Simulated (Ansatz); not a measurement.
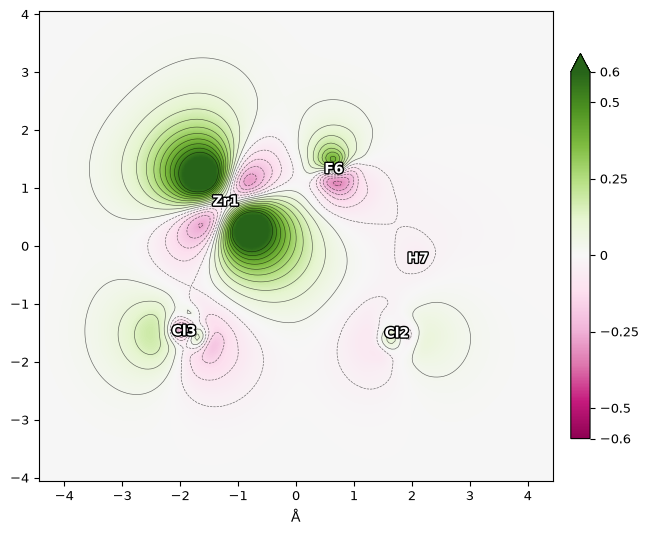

Figure 1: Cl$_{3}$FZr···HCl. The LUMO on the plane of atoms Cl3, Zr1 and F6 (values in Å⁻³ᐟ²; the overall sign is arbitrary).

Core potentials replace the inner electrons of Zr; not at a stationary point (largest force 1.0 eV/Å).

Computed with Ansatz, RKS PBE/def2-SVP.

```xyz
7

Zr   -0.5407    0.0000   -0.4700
Cl    0.1139    0.0000    3.1985
Cl    1.7747    0.0000   -0.0778
Cl   -0.9952    1.8972   -1.7568
Cl   -0.9952   -1.8972   -1.7568
F    -1.9003    0.0000    0.9330
H    -1.1976    0.0000    2.9328
```

### Where does this orbital lie, and at what energy?

By Hirshfeld shares it lies mainly on Zr1 (about 70 %), Cl4 (about 10 %) and Cl5 (about 10 %). Its energy is −3.49 eV.
